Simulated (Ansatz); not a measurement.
## Electronic structure of BClF2···H5NSi in real space

```yaml
atoms:
  - { symbol: B, position_ang: [0.0706, 0.4175, -0.0100] }
  - { symbol: Cl, position_ang: [-0.7897, 1.0233, 1.4913] }
  - { symbol: F, position_ang: [1.3927, 0.4664, -0.0657] }
  - { symbol: F, position_ang: [-0.6411, 0.1332, -1.0923] }
  - { symbol: N, position_ang: [-0.1592, -2.0767, 1.0950] }
  - { symbol: H, position_ang: [-0.5344, -2.7709, 0.4431] }
  - { symbol: Si, position_ang: [1.2527, -2.4696, 2.0854] }
  - { symbol: H, position_ang: [1.5182, -3.9471, 2.0322] }
  - { symbol: H, position_ang: [2.4814, -1.7578, 1.6040] }
  - { symbol: H, position_ang: [0.9805, -2.0495, 3.4990] }
  - { symbol: H, position_ang: [-0.9303, -1.5489, 1.5521] }
```

Not at a stationary point (largest force 0.9 eV/Å).

Level of theory: RKS BLYP-D4/def2-SVP (Ansatz 0.2.0).

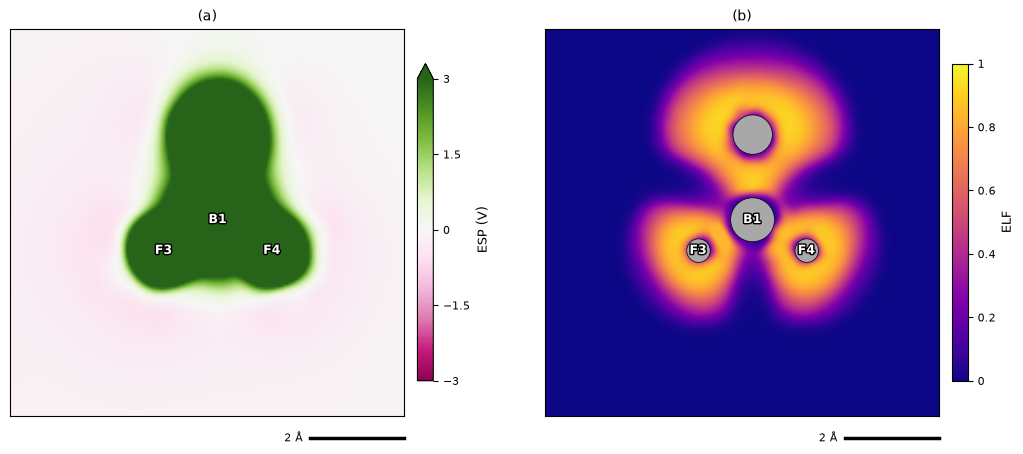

Figure 1. (a) molecular electrostatic potential; (b) electron localisation function on the plane of atoms F3, B1 and F4. Grey discs cover the atomic cores in the ELF map.

### Describe what can be read from this map.

- The section cuts through B and F sites.
- B–F (1.32 Å): the ELF peaks at about 0.85 between the atoms: a shared but strongly polarised pair.
- The ELF also peaks beside F3, F4 and Cl2, away from the bonds: lone-pair regions.
- Outside the dense part of the complex the potential is most negative (−0.6 V) near F3.

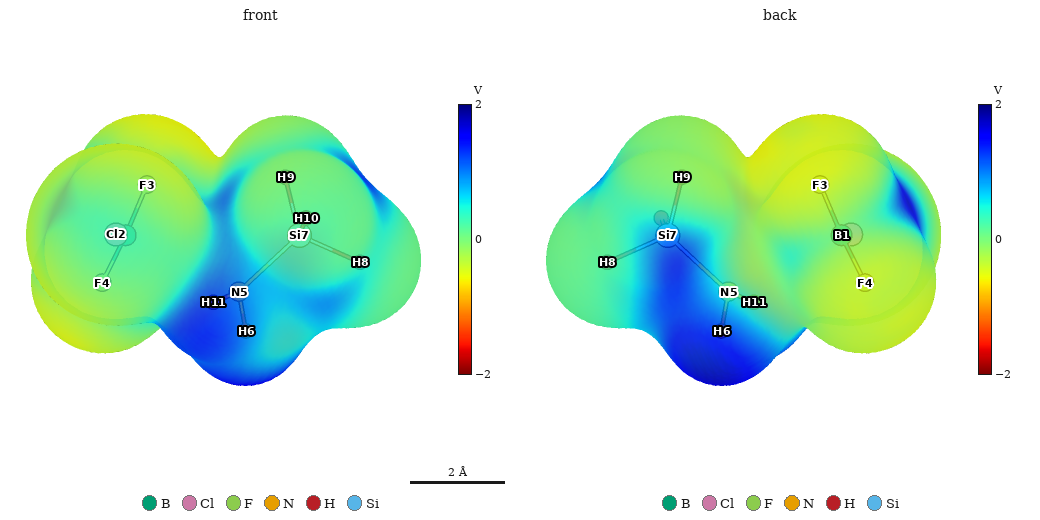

Figure 2. The molecular electrostatic potential painted on the density surface at 0.002 e/bohr³, seen from the front and from behind; the colour scale runs from red (negative) to blue (positive).

### Where is the surface potential most negative and most positive?

The most negative region (about −0.6 V) lies over F3, the most positive (about +1.8 V) over H6.

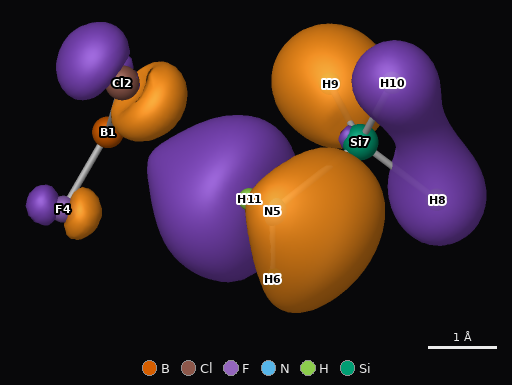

Figure 3. The HOMO at ±0.08 Å⁻³ᐟ² (orange and purple are the two phases), seen at a tilt.

### What is the character of this orbital?

Its weight (Hirshfeld) is mainly on N5 (about 60 %) and H9 (about 5 %). Its energy is −6.10 eV.
